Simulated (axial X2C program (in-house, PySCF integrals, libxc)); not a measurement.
# AsSi: relativistic diatomic calculation

System: AsSi, single determinant with M_S = 1/2 and |Λ| = 1.
Method: HF, spin-free X2C-1e, As dyall-cv3z, Si dyall-v3z (cores contracted) (axial X2C program (in-house, PySCF integrals, libxc)).

Output:
```
spin-free X2C-1e  HF
basis functions 149  fitting functions 888  grid points 5079
iter        total energy     max residual
   1      -2548.560494233     2.64e-01
   2      -2548.585099541     1.02e-02
   3      -2548.586210068     1.39e-02
   4      -2548.586674356     5.79e-03
   5      -2548.586998864     4.88e-03
   6      -2548.587986994     1.70e-02
   7      -2548.588698512     2.29e-02
   8      -2548.589584937     1.45e-02
   9      -2548.590338678     2.74e-03
  10      -2548.590375231     2.68e-03
  11      -2548.590408197     7.20e-04
  12      -2548.590413284     1.68e-04
  13      -2548.590413900     6.75e-05
  14      -2548.590413954     2.45e-05
  15      -2548.590413964     1.51e-05
  16      -2548.590413967     4.80e-06
  17      -2548.590413967     2.66e-06
converged
one-electron -3772.42858763  Coulomb 1214.76640485  exact exchange -103.12642827  xc functional 0.00000000  nuclear repulsion 112.19819708
correlated 9  virtual 203  natural virtual 90  E(MP2) -0.185231785  MP2 remainder -0.004282612
iter   CCSD correlation   residual
   1     -0.201284648   1.44e-01
   2     -0.211553366   7.55e-02
   3     -0.214649947   4.47e-02
   4     -0.217216329   2.99e-02
   5     -0.218157306   1.38e-02
   6     -0.218502982   5.11e-03
   7     -0.218600792   1.86e-03
   8     -0.218594606   8.25e-04
   9     -0.218596107   4.57e-04
  10     -0.218593533   2.11e-04
  11     -0.218594851   8.48e-05
  12     -0.218595120   3.33e-05
  13     -0.218595631   1.55e-05
  14     -0.218595920   6.44e-06
  15     -0.218596141   3.55e-06
  16     -0.218596284   1.97e-06
  17     -0.218596344   9.45e-07
  18     -0.218596367   4.71e-07
  19     -0.218596379   2.53e-07
(T) -0.01353836267256912  T1 0.0992  D1 0.2154  max T2 0.115
```

The points of the curve:

```
R (Å)   E (hartree)  dipole (D; origin at the first atom, positive when the second is positive)  highest filled (eV)  lowest empty (eV)
1.896  −2548.549516                                                                        0.30                −9.00              −1.38
1.983  −2548.572642                                                                        0.52                −8.65              −1.24
2.048  −2548.582412                                                                        0.64                −8.41              −1.16
2.114  −2548.587811                                                                        0.65                −8.25              −1.10
2.179  −2548.590414                                                                        0.62                −8.17              −1.05
2.255  −2548.590974                                                                        0.61                −8.13              −0.99
2.332  −2548.589585                                                                        0.64                −8.12              −0.93
2.430  −2548.585777                                                                        0.72                −8.13              −0.87
2.549  −2548.579172                                                                        0.88                −8.17              −0.80
2.724  −2548.568241                                                                        1.06                −8.22              −0.73
```

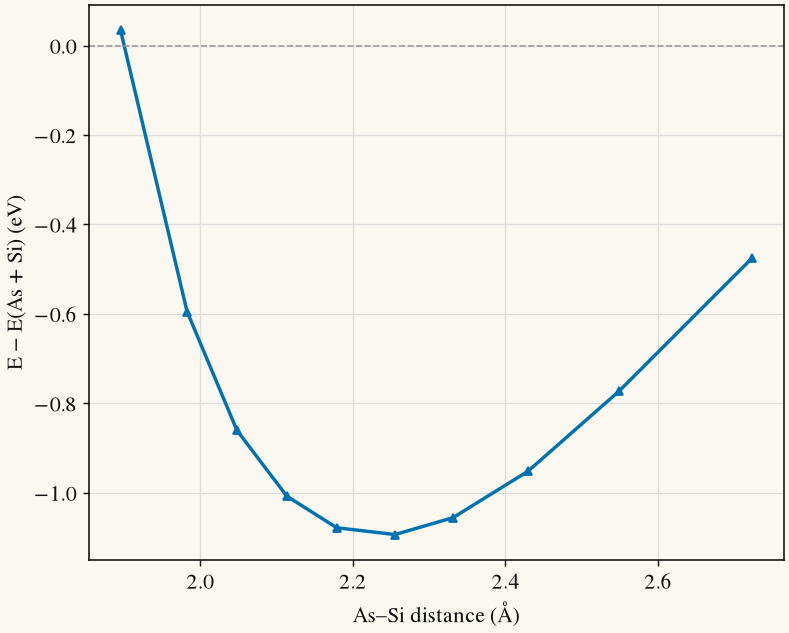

**Figure 1.** Energy at 10 bond lengths, for one set of occupations held fixed; the line joins the points. A polynomial of degree 6 through 9 points gives rₑ = 2.236 Å, ωₑ = 360.6 cm⁻¹, ωₑxₑ = 0.52 cm⁻¹ and Bₑ = 0.1656 cm⁻¹. The minimum lies 1.10 eV below As + Si, each computed as one determinant at the same level.

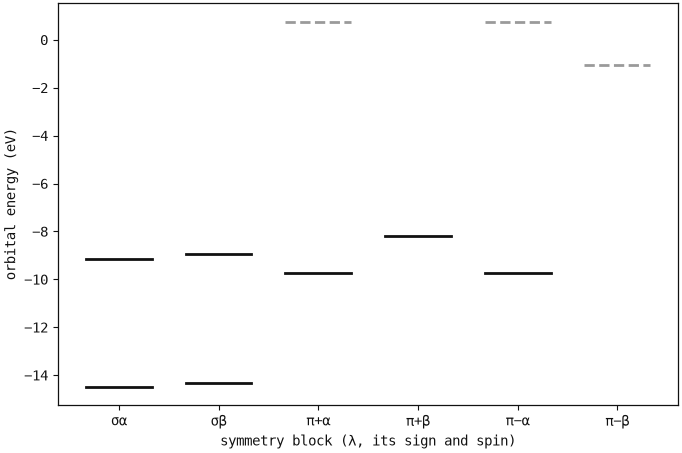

**Figure 2.** Orbital energies near the frontier at 2.18 Å, filled (solid) and empty (dashed); a label such as π−α means λ = −1 and α spin. The highest filled orbital (π+β; 66 % Si p, 28 % As p) lies at −8.17 eV, the lowest empty one (π−β; 60 % Si p, 37 % As p) at −1.05 eV.

Input:
```
{"zs": [33, 14], "q": 0, "bas": ["dyall-cv3z", "dyall-v3z"], "levels": ["PBE0", "HF", "B3LYP"], "cc": true, "r0": 2.37, "thr": -2.0, "nmax": 90, "npts": 10, "nst": 2, "ntry": 6}
```

The line is the task of a batch: nuclear charges, charge, bases, the levels to run, a first guess of the distance and further settings. This report covers HF without spin-orbit coupling. The log is that of the reference distance 2.179 Å.

Launched within a batch (the task file carries these settings):
```bash
python <driver script> task.json out
```

Key numbers:

```tsv
quantity	value
outcome	converged
bond length rₑ	2.236 Å
ωₑ	360.6 cm⁻¹
energy at the minimum	−2548.59104 hartree
depth below the fragments	1.10 eV
largest ⟨S²⟩ along the curve	1.76
hardware	1 thread of AMD EPYC (Zen 3), 24 GiB of memory available, shared host
wall time	2.7 s
peak memory	0.56 GiB
```

Notes:

Hartree–Fock lacks correlation, so it usually binds too weakly. ⟨S²⟩ reaches 1.76 where a pure state of this multiplicity has 0.75, so the determinant is spin-contaminated.
